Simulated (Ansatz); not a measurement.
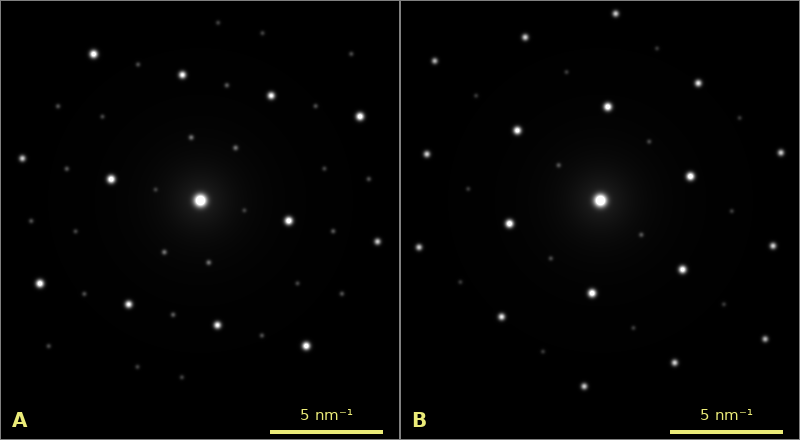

Kinematic electron diffraction patterns (300 kV, B = 0.5 Å², same scale, each along a low-index zone) of two structures of composition HfMo3, each relaxed at zero pressure with Ansatz 0.2.0, DFT PBE, scalar-relativistic, plane waves, PAW.

The structures (standard cells):
1. P6_3/mmc (No. 194), a = 5.628 Å, c = 5.082 Å (hexagonal axes), 8 atoms; generated start, possibly hypothetical
2. Pm-3m (No. 221), a = 4.116 Å, 4 atoms; generated start, possibly hypothetical

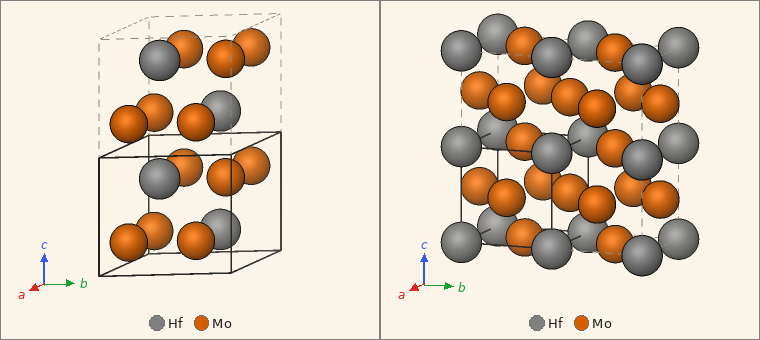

Drawings of the structures 1 to 2, from left to right (each may span several cells).

**Which pattern belongs to which structure, and along which zone?**

A is structure 1 along [101] or an equivalent direction: centred rectangular net of 0 1 0 (weak) at d = 4.87 Å and 1 0 -1 at d = 3.52 Å, 68.8° apart (some points of this net are extinct or too weak to see). B is structure 2 along [110] or an equivalent direction: rectangular net of 0 0 1 (weak) at d = 4.12 Å and 1 -1 0 (weak) at d = 2.91 Å, 90.0° apart (some points of this net are extinct or too weak to see).

**Rank the structures by their computed energy.**

Structure 1 (P6_3/mmc, 17.43 Å³ an atom) is the lowest of these; structure 2 (Pm-3m, 17.43 Å³ an atom) lies about 59 meV an atom higher. These are static energies at 0 K; other structures, not shown, may lie lower still.
